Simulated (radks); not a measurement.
System: atomic lithium (Li), configuration [He] 2s1 (high spin). Theory: non-relativistic Kohn-Sham, PBE, spin-polarised, spherical densities, point nucleus (computed with the in-house radial solver radks).

Wanted: the number of electrons inside radius r (solid) and the radial density 4πr²ρ (dashed).

The count levels off at 3 electrons. Half of them lie within 0.751 bohr, 90 % within 4.40 bohr and 99 % within 7.45 bohr. The radial density has a minimum at 1.78 bohr, where the count stands at 2.0; this parts the shells that the density resolves.

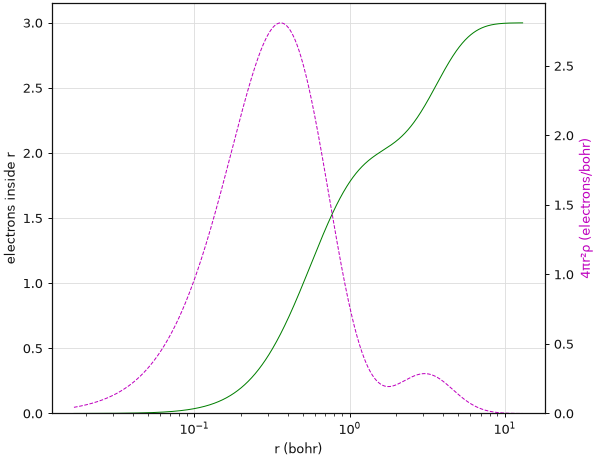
